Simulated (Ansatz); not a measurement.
# GaH3O2: single points with varied inputs, part 1 of 2

Aim: run GaH3O2 under a spread of inputs, and see what each costs and gives.

Method: the settings change from run to run; program: Ansatz 0.2.0, Gaussian basis.

## Step 1: The molecule

An earlier PBE0-D4 in a triple-zeta def2 set relaxation fixed the geometry.

SMILES `[OH][GaH][OH]`, 6 atoms, charge 0, spin multiplicity 1.

Atoms are counted from 1 here; the program's logs count them from 0.

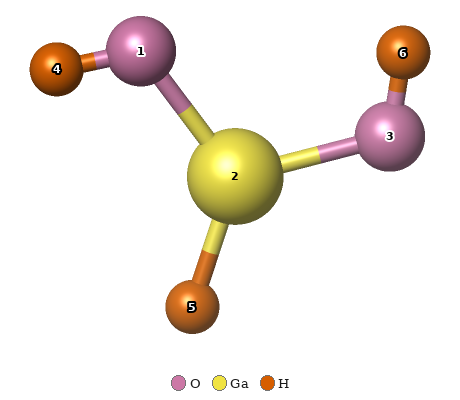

The geometry (oxygen pink, gallium yellow, hydrogen orange); atoms are numbered from 1 in the order of the file.

## Step 2: r2SCAN0/aug-cc-pVDZ

Set apart from the defaults: multiplicity 3, density fitting with cc-pVTZ-jkfit, a grid of angular degree 11, D3(BJ) dispersion.

Contents of in.yaml:

```yaml
crystal:
  periodic: [false, false, false]
  atoms:
    - {symbol: O, position_ang: [-1.213195, -0.662196, -0.331643]}
    - {symbol: Ga, position_ang: [0.192712, 0.428520, -0.177701]}
    - {symbol: O, position_ang: [1.374539, -0.148614, 1.016596]}
    - {symbol: H, position_ang: [-1.873657, -0.383326, -0.968289]}
    - {symbol: H, position_ang: [0.410218, 1.739877, -0.968360]}
    - {symbol: H, position_ang: [1.109383, -0.974271, 1.429398]}
basis:
  gaussian: {orbitals: aug-cc-pVDZ, fitting: {mean_field: cc-pVTZ-jkfit}, final_grid: {core_spheres: 5, valence_spheres: 4, degree: 11}}
magnetization: {spin_polarized: true, initial_magnetization: 2}
hamiltonian: {xc: {name: r2SCAN0}, dispersion: d3bj}
output: {forces: true}
```

The run is started by

```
ansatz run in.yaml --threads 4 --pin off --events-out ev --progress --plain --max-ram 10444MiB
```

The program printed:

```text
Warning: the engine holds no damping parameters fitted to this dispersion correction and functional, so the run takes those fitted to r2scan0 beside the three-body term, which d3bj leaves out (hamiltonian.dispersion, under Limitations)
Functional definition: r2SCAN0
  name "r2SCAN0"
  cite "Bursch, Neugebauer, Ehlert & Grimme, J. Chem. Phys. 156, 134105 (2022) doi:10.1063/5.0086040"
  cite "Furness, Kaplan, Ning, Perdew & Sun, J. Phys. Chem. Lett. 11, 8208 (2020) doi:10.1021/acs.jpclett.0c02405"
  cite "Furness, Kaplan, Ning, Perdew & Sun, J. Phys. Chem. Lett. 11, 9248 (2020) doi:10.1021/acs.jpclett.0c03077"
  parent r2scan
  parameter a = 0.25
  parameter k0 = 0.174
  parameter k1 = 0.065
  parameter a1 = 4.9479
  exchange = (1 - a)*r2scan_x(k0 = k0, k1 = k1, a1 = a1) + a*exact_x
  correlation = r2scan_c
455 factors; integrals over basis functions are off by at most 3.8e-1 eV
mean field evaluation 1: about -56500.3522 eV, gradient 5.3e1 eV
mean field evaluation 2: about -56444.7046 eV, gradient 1.2e2 eV
mean field evaluation 4: about -56504.5113 eV, gradient 3.7e1 eV
mean field evaluation 8: about -56511.7776 eV, gradient 1.5e0 eV
mean field evaluation 16: about -56511.8205 eV, gradient 3.7e-2 eV
mean field evaluation 32: about -56512.0876 eV, gradient 1.3e-2 eV
mean field evaluation 64: about -56512.2203 eV, gradient 1.9e-5 eV
mean field evaluation 96: about -56511.6817 eV, gradient 7.8e0 eV
mean field -56512.22029349 eV, -2076.7857904271 hartree, gradient 2.1e-6 eV, S^2 2.020675; 14 other end points of the search recorded, 0 dependent functions left out
the calculation of the forces begins
reference -56512.22036047 eV, -2076.7857928886 hartree; 26, 24 occupied and 83, 85 virtual orbitals, 455 factors
Total energy: -56512.24147068 eV, -2076.7865686746 hartree
Atom 0 at    -1.213195    -0.662196    -0.331643 Å, force    -1.337985    -1.845471     0.429492 eV/Å
Atom 1 at     0.192712     0.428520    -0.177701 Å, force     0.318013     3.534345    -2.308101 eV/Å
Atom 2 at     1.374539    -0.148614     1.016596 Å, force     1.153107    -1.134348     1.572458 eV/Å
Atom 3 at    -1.873657    -0.383326    -0.968289 Å, force    -0.241927     0.125146    -0.249946 eV/Å
Atom 4 at     0.410218     1.739877    -0.968360 Å, force    -0.080414    -0.353390     0.198440 eV/Å
Atom 5 at     1.109383    -0.974271     1.429398 Å, force     0.189207    -0.326282     0.357656 eV/Å
Dipole moment:    -0.319242    -0.521664     0.160181 e Å
```

Run time: 21 s. Hardware: 4 threads of Arm Neoverse V1, shared host.

Largest force 4.233 eV/Å, dipole 3.04 D, ⟨S²⟩ 2.021.

## Step 3: BLYP/STO-3G

This run has unrestricted orbitals, D3(BJ) with three-body dispersion, relativity set to none.

Changes to in.yaml since step 2:

```diff
@@ -10,5 +10,4 @@
 basis:
-  gaussian: {orbitals: aug-cc-pVDZ, fitting: {mean_field: cc-pVTZ-jkfit}, final_grid: {core_spheres: 5, valence_spheres: 4, degree: 11}}
-magnetization: {spin_polarized: true, initial_magnetization: 2}
-hamiltonian: {xc: {name: r2SCAN0}, dispersion: d3bj}
-output: {forces: true}
+  gaussian: {orbitals: STO-3G}
+magnetization: {spin_polarized: true, initial_magnetization: 0}
+hamiltonian: {xc: {name: BLYP}, dispersion: d3bjatm, pseudopotentials: {relativity: none}}
```

The command is unchanged.

The program printed:

```text
Functional definition: BLYP
  name "BLYP"
  cite "Becke, Phys. Rev. A 38, 3098 (1988) doi:10.1103/PhysRevA.38.3098"
  cite "Lee, Yang & Parr, Phys. Rev. B 37, 785 (1988) doi:10.1103/PhysRevB.37.785"
  parameter beta = 0.0042
  parameter a = 0.04918
  parameter b = 0.132
  parameter c = 0.2533
  parameter d = 0.349
  exchange = b88_x(beta = beta)
  correlation = lyp_c(a = a, b = b, c = c, d = d)
364 factors; integrals over basis functions are off by at most 5.3e-5 eV
mean field evaluation 1: about -54735.5040 eV, gradient 2.4e2 eV
mean field evaluation 2: about -55537.5024 eV, gradient 7.1e1 eV
mean field evaluation 4: about -55667.4393 eV, gradient 6.5e1 eV
mean field evaluation 8: about -55776.5511 eV, gradient 1.1e2 eV
mean field evaluation 16: about -55845.5591 eV, gradient 1.8e-2 eV
mean field evaluation 32: about -55806.5086 eV, gradient 6.6e1 eV
mean field evaluation 64: about -55845.3361 eV, gradient 1.8e0 eV
mean field -55845.55910935 eV, -2052.2864437890 hartree, gradient 1.6e-5 eV, S^2 0.000000; 7 other end points of the search recorded, 0 dependent functions left out
reference -55845.55933309 eV, -2052.2864520112 hartree; 25, 25 occupied and 6, 6 virtual orbitals, 364 factors
Total energy: -55845.70878338 eV, -2052.2919442081 hartree
```

Wall time 1.1 s (4 threads of Arm Neoverse V1, shared host).

⟨S²⟩ 0.000.

## Step 4: r2SCAN/def2-TZVPD

Options: D3(BJ) dispersion, the search for lower states set to full.

Changes to in.yaml since step 3:

```diff
@@ -10,4 +10,4 @@
 basis:
-  gaussian: {orbitals: STO-3G}
-magnetization: {spin_polarized: true, initial_magnetization: 0}
-hamiltonian: {xc: {name: BLYP}, dispersion: d3bjatm, pseudopotentials: {relativity: none}}
+  gaussian: {orbitals: def2-TZVPD}
+hamiltonian: {xc: {name: r2SCAN}, dispersion: d3bj}
+scf: {lower_state_search: full}
```

The command is unchanged.

The program printed:

```text
Warning: the engine holds no damping parameters fitted to this dispersion correction and functional, so the run takes those fitted to r2scan beside the three-body term, which d3bj leaves out (hamiltonian.dispersion, under Limitations)
Functional definition: r2SCAN
  name "r2SCAN"
  cite "Furness, Kaplan, Ning, Perdew & Sun, J. Phys. Chem. Lett. 11, 8208 (2020) doi:10.1021/acs.jpclett.0c02405"
  cite "Furness, Kaplan, Ning, Perdew & Sun, J. Phys. Chem. Lett. 11, 9248 (2020) doi:10.1021/acs.jpclett.0c03077"
  parent r2scan
  parameter k0 = 0.174
  parameter k1 = 0.065
  parameter a1 = 4.9479
  exchange = r2scan_x(k0 = k0, k1 = k1, a1 = a1)
  correlation = r2scan_c
897 factors; their error is unknown
mean field evaluation 1: about -56509.4260 eV, gradient 9.0e1 eV
mean field evaluation 2: about -56433.6580 eV, gradient 2.0e2 eV
mean field evaluation 4: about -56522.0472 eV, gradient 7.9e0 eV
mean field evaluation 8: about -56522.1647 eV, gradient 2.4e-1 eV
mean field evaluation 16: about -56522.1402 eV, gradient 2.2e-4 eV
mean field evaluation 32: about -56473.5461 eV, gradient 5.2e1 eV
mean field -56522.14018082 eV, -2077.1503395626 hartree, gradient 3.6e-5 eV, S^2 0.000000; 1 other end points of the search recorded, 0 dependent functions left out
reference -56522.14019818 eV, -2077.1503402003 hartree; 25, 25 occupied and 136, 136 virtual orbitals, 897 factors
Total energy: -56522.15807634 eV, -2077.1509972108 hartree
```

Run time: 3.3 s. Hardware: 4 threads of Arm Neoverse V1, shared host; peak memory 0.25 GiB.

## Step 5: wB97M-V/STO-3G

Changes to in.yaml since step 4:

```diff
@@ -10,4 +10,4 @@
 basis:
-  gaussian: {orbitals: def2-TZVPD}
-hamiltonian: {xc: {name: r2SCAN}, dispersion: d3bj}
-scf: {lower_state_search: full}
+  gaussian: {orbitals: STO-3G}
+hamiltonian: {xc: {name: wB97M-V}}
+output: {forces: true}
```

Same command.

The program printed:

```text
Functional definition: wB97M-V
  name "wB97M-V"
  cite "Mardirossian & Head-Gordon, J. Chem. Phys. 144, 214110 (2016) doi:10.1063/1.4952647"
  cite "Becke, J. Chem. Phys. 107, 8554 (1997) doi:10.1063/1.475007"
  cite "Vydrov & Van Voorhis, J. Chem. Phys. 133, 244103 (2010) doi:10.1063/1.3521275"
  # Of w^i u^j: cxij and so on, Table III.
  parameter omega = 0.3/bohr
  parameter cx = 0.15
  parameter cx01 = 1.007
  parameter cx10 = 0.259
  parameter css00 = 0.443
  parameter css04 = -1.437
  parameter css10 = -4.535
  parameter css20 = -3.390
  parameter css43 = 4.278
  parameter cos00 = 1.000
  parameter cos10 = 1.358
  parameter cos20 = 2.924
  parameter cos21 = -8.812
  parameter cos60 = -1.390
  parameter cos61 = 9.142
  parameter b = 6.0
  parameter c = 0.01
  gx(w, u) = 1 - cx + cx01*u + cx10*w
  gss(w, u) = css00 + css04*u^4 + css10*w + css20*w^2 + css43*w^4*u^3
  gos(w, u) = cos00 + cos10*w + (cos20 + cos21*u)*w^2 + (cos60 + cos61*u)*w^6
  exchange = spin_sum(e_x_unif_sr(omega)*gx(b97_w, b97_u_x)) + cx*exact_x_sr(omega) + exact_x_lr(omega)
  correlation = spin_sum(e_c_pw_mod_same_spin*gss(b97_w, b97_u_same))
      + integral(e_c_pw_mod_opposite_spin*gos(b97_w_opposite, b97_u_opposite)) + vv10(b, c)
364 factors; integrals over basis functions are off by at most 5.3e-5 eV
119 factors; integrals over basis functions are off by at most 1.0e-6 eV
mean field evaluation 1: about -55604.1642 eV, gradient 3.0e2 eV
mean field evaluation 2: about -55748.8539 eV, gradient 1.2e2 eV
mean field evaluation 4: about -55844.7959 eV, gradient 4.1e1 eV
mean field evaluation 8: about -55850.3099 eV, gradient 1.1e0 eV
mean field evaluation 16: about -55850.3155 eV, gradient 2.7e-3 eV
mean field -55850.31552619 eV, -2052.4612388838 hartree, gradient 2.9e-5 eV, S^2 0.000000; 0 other end points of the search recorded, 0 dependent functions left out
the calculation of the forces begins
reference -55850.31555081 eV, -2052.4612397886 hartree; 25, 25 occupied and 6, 6 virtual orbitals, 364 factors
Total energy: -55850.31555081 eV, -2052.4612397886 hartree
Atom 0 at    -1.213195    -0.662196    -0.331643 Å, force     5.689021     0.984558     3.068052 eV/Å
Atom 1 at     0.192712     0.428520    -0.177701 Å, force    -0.366320    -1.003740     0.472524 eV/Å
Atom 2 at     1.374539    -0.148614     1.016596 Å, force    -1.928504     4.210016    -4.278203 eV/Å
Atom 3 at    -1.873657    -0.383326    -0.968289 Å, force    -1.861771     1.344806    -2.192855 eV/Å
Atom 4 at     0.410218     1.739877    -0.968360 Å, force    -0.332588    -2.757955     1.745563 eV/Å
Atom 5 at     1.109383    -0.974271     1.429398 Å, force    -1.199838    -2.777683     1.184919 eV/Å
Dipole moment:    -0.246668    -0.119076    -0.078636 e Å
```

Wall time 1.7 s (4 threads of Arm Neoverse V1, shared host).

Largest force 6.538 eV/Å, dipole 1.37 D.

## Step 6: PBE0/aug-cc-pVDZ

Set apart from the defaults: charge -1, multiplicity 2, coordinates scaled by 0.92, D4 dispersion, the search for lower states set to off.

Contents of in.yaml:

```yaml
crystal:
  periodic: [false, false, false]
  atoms:
    - {symbol: O, position_ang: [-1.116139, -0.609220, -0.305111]}
    - {symbol: Ga, position_ang: [0.177295, 0.394238, -0.163485]}
    - {symbol: O, position_ang: [1.264576, -0.136725, 0.935268]}
    - {symbol: H, position_ang: [-1.723764, -0.352659, -0.890826]}
    - {symbol: H, position_ang: [0.377400, 1.600687, -0.890892]}
    - {symbol: H, position_ang: [1.020632, -0.896330, 1.315046]}
basis:
  gaussian: {orbitals: aug-cc-pVDZ}
total_charge: -1
magnetization: {spin_polarized: true, initial_magnetization: 1}
hamiltonian: {xc: {name: PBE0}, dispersion: d4}
scf: {lower_state_search: off}
```

Launched as before.

The program printed:

```text
Functional definition: PBE0
  name "PBE0"
  cite "Adamo & Barone, J. Chem. Phys. 110, 6158 (1999) doi:10.1063/1.478522"
  cite "Perdew, Burke & Ernzerhof, Phys. Rev. Lett. 77, 3865 (1996) doi:10.1103/PhysRevLett.77.3865"
  parent pbe
  parameter a = 0.25
  parameter kappa = 0.804
  parameter beta = 0.06672455060314922
  exchange = (1 - a)*pbe_x(kappa = kappa, mu = beta*pi^2/3) + a*exact_x
  correlation = pbe_c(beta = beta)
these checks for a lower state are left out or cut short: stability, starts, cluster_reference, orbital_swaps, neighbouring_geometries, increment
1097 factors; integrals over basis functions are off by at most 5.9e-4 eV
mean field evaluation 1: about -56506.8191 eV, gradient 2.5e1 eV
mean field evaluation 2: about -56504.4906 eV, gradient 3.6e1 eV
mean field evaluation 4: about -56509.0550 eV, gradient 5.6e-1 eV
mean field evaluation 8: about -56509.1393 eV, gradient 1.9e-1 eV
mean field evaluation 16: about -56509.1397 eV, gradient 5.9e-3 eV
mean field evaluation 32: about -56509.1397 eV, gradient 2.9e-5 eV
a density is far from that of the atoms, so the factors are made again for it
1130 factors; integrals over basis functions are off by at most 5.7e-4 eV
mean field -56509.13969266 eV, -2076.6725804348 hartree, gradient 7.7e-6 eV, S^2 0.750012; 0 other end points of the search recorded, 0 dependent functions left out
reference -56509.13972180 eV, -2076.6725815055 hartree; 26, 25 occupied and 83, 84 virtual orbitals, 1130 factors
Total energy: -56509.23106473 eV, -2076.6759382963 hartree
Checks for a lower state left out: stability, starts, cluster_reference, orbital_swaps, neighbouring_geometries, increment
```

It took 3.5 s on 4 threads of Arm Neoverse V1, shared host; peak memory 0.28 GiB.

⟨S²⟩ 0.750.

## Step 7: CCSDT/6-31G

Set apart from the defaults: atoms shaken by 0.15 Å.

Contents of in.yaml:

```yaml
crystal:
  periodic: [false, false, false]
  atoms:
    - {symbol: O, position_ang: [-1.269969, -0.937723, -0.283598]}
    - {symbol: Ga, position_ang: [0.006613, 0.279523, -0.418461]}
    - {symbol: O, position_ang: [1.274749, -0.105077, 0.932641]}
    - {symbol: H, position_ang: [-1.853504, -0.277107, -0.999817]}
    - {symbol: H, position_ang: [0.357354, 1.694901, -0.884179]}
    - {symbol: H, position_ang: [0.957009, -0.962044, 1.247762]}
basis:
  gaussian: {orbitals: 6-31G}
hamiltonian: {xc: {name: HF}}
correlation: {method: ccsdt}
```

Same command.

The program printed:

```text
Functional definition: HF
  name "HF"
  cite "Fock, Z. Phys. 61, 126 (1930) doi:10.1007/BF01340294"
  parent pbe
  exchange = exact_x
  correlation = 0
979 factors; integrals over basis functions are off by at most 1.9e-7 eV
mean field evaluation 1: about -56439.7921 eV, gradient 5.0e1 eV
mean field evaluation 2: about -56439.8453 eV, gradient 5.0e1 eV
mean field evaluation 4: about -56445.1511 eV, gradient 2.4e0 eV
mean field evaluation 8: about -56445.1819 eV, gradient 3.3e-1 eV
mean field evaluation 16: about -56439.7908 eV, gradient 5.0e1 eV
mean field -56445.18257296 eV, -2074.3221996376 hartree, gradient 2.5e-6 eV, S^2 0.000000; 0 other end points of the search recorded, 0 dependent functions left out
11 core orbitals not correlated: weight in the atoms' cores, before any rotation towards them, 1.000 or more for the frozen orbitals, at most 0.000 for the correlated occupied ones
reference -56445.18257296 eV, -2074.3221996376 hartree; 14, 14 occupied and 28, 28 virtual orbitals, 979 factors
second order -13.17974610 eV of doubles, -0.00000000 eV of singles
cycle   1  -12.35260177 eV  change    8.3e-1 eV  update   1.3e-1
cycle   2  -12.93446426 eV  change   -5.8e-1 eV  update   7.0e-2
cycle   3  -13.23945596 eV  change   -3.0e-1 eV  update   3.2e-2
cycle   4  -13.24437957 eV  change   -4.9e-3 eV  update   1.2e-2
cycle   5  -13.22620318 eV  change    1.8e-2 eV  update   5.4e-3
cycle   6  -13.22744195 eV  change   -1.2e-3 eV  update   2.9e-3
cycle   7  -13.22891542 eV  change   -1.5e-3 eV  update   1.2e-3
cycle   8  -13.22818161 eV  change    7.3e-4 eV  update   4.9e-4
cycle   9  -13.22800765 eV  change    1.7e-4 eV  update   2.2e-4
cycle  10  -13.22811026 eV  change   -1.0e-4 eV  update   1.1e-4
cycle  11  -13.22813417 eV  change   -2.4e-5 eV  update   4.6e-5
cycle  12  -13.22809951 eV  change    3.5e-5 eV  update   2.5e-5
cycle  13  -13.22808373 eV  change    1.6e-5 eV  update   1.1e-5
cycle  14  -13.22808679 eV  change   -3.1e-6 eV  update   5.4e-6
cycle  15  -13.22808001 eV  change    6.8e-6 eV  update   2.8e-6
cycle  16  -13.22807809 eV  change    1.9e-6 eV  update   1.4e-6
Total energy: -56458.41065106 eV, -2074.8083225411 hartree
```

It took 17 s on 4 threads of Arm Neoverse V1, shared host; peak memory 0.67 GiB.

T1 0.017.

## Step 8: PBE-QIDH/6-31G

Options: atoms shaken by 0.15 Å, the search for lower states set to off.

Contents of in.yaml:

```yaml
crystal:
  periodic: [false, false, false]
  atoms:
    - {symbol: O, position_ang: [-1.419026, -0.721767, -0.025181]}
    - {symbol: Ga, position_ang: [0.219310, 0.137580, 0.005168]}
    - {symbol: O, position_ang: [1.511805, 0.027252, 1.179256]}
    - {symbol: H, position_ang: [-1.766601, -0.342404, -0.980805]}
    - {symbol: H, position_ang: [0.376524, 1.660859, -1.004931]}
    - {symbol: H, position_ang: [1.069138, -0.934817, 1.401691]}
basis:
  gaussian: {orbitals: 6-31G}
hamiltonian: {xc: {name: PBE-QIDH}}
scf: {lower_state_search: off}
output: {forces: true}
```

The command is unchanged.

The program printed:

```text
Functional definition: PBE-QIDH
  name "PBE-QIDH"
  cite "Brémond, Sancho-García, Pérez-Jiménez & Adamo, J. Chem. Phys. 141, 031101 (2014) doi:10.1063/1.4890314"
  cite "Perdew, Burke & Ernzerhof, Phys. Rev. Lett. 77, 3865 (1996) doi:10.1103/PhysRevLett.77.3865"
  parameter a = 3^(-1/3)
  parameter c = 1/3
  exchange = (1 - a)*pbe_x + a*exact_x
  correlation = (1 - c)*pbe_c + c*(mp2_os + mp2_ss)
these checks for a lower state are left out or cut short: starts, cluster_reference, orbital_swaps, neighbouring_geometries, increment
505 factors; integrals over basis functions are off by at most 2.8e-4 eV
mean field evaluation 1: about -56475.3133 eV, gradient 5.5e1 eV
mean field evaluation 2: about -56475.3744 eV, gradient 5.5e1 eV
mean field evaluation 4: about -56481.3904 eV, gradient 1.9e0 eV
mean field evaluation 8: about -56481.4108 eV, gradient 2.3e-1 eV
mean field evaluation 16: about -56481.4110 eV, gradient 4.0e-5 eV
mean field -56481.41098466 eV, -2075.6535692109 hartree, gradient 8.0e-6 eV, S^2 0.000000; 0 other end points of the search recorded, 0 dependent functions left out
11 core orbitals not correlated: weight in the atoms' cores, before any rotation towards them, 1.000 or more for the frozen orbitals, at most 0.000 for the correlated occupied ones
reference -56481.41100047 eV, -2075.6535697917 hartree; 14, 14 occupied and 28, 28 virtual orbitals, 505 factors
second order -15.24042182 eV of doubles, -0.00000000 eV of singles
the calculation of the forces begins
Total energy: -56486.49114107 eV, -2075.8402615156 hartree
Atom 0 at    -1.419026    -0.721767    -0.025181 Å, force     0.332418     1.681570    -3.390795 eV/Å
Atom 1 at     0.219310     0.137580     0.005168 Å, force    -1.756391     3.921972    -3.036020 eV/Å
Atom 2 at     1.511805     0.027252     1.179256 Å, force    -1.352227    -4.039691     1.153756 eV/Å
Atom 3 at    -1.766601    -0.342404    -0.980805 Å, force     0.525234    -1.542634     3.227596 eV/Å
Atom 4 at     0.376524     1.660859    -1.004931 Å, force    -0.278017    -2.030875     0.978970 eV/Å
Atom 5 at     1.069138    -0.934817     1.401691 Å, force     2.528982     2.009657     1.066495 eV/Å
Dipole moment:    -0.137250    -0.234869    -0.381183 e Å
Checks for a lower state left out: starts, cluster_reference, orbital_swaps, neighbouring_geometries, increment
```

Run time: 1.4 s. Hardware: 4 threads of Arm Neoverse V1, shared host.

Largest force 5.262 eV/Å, dipole 2.25 D.

(Continued in part 2 of 2.)
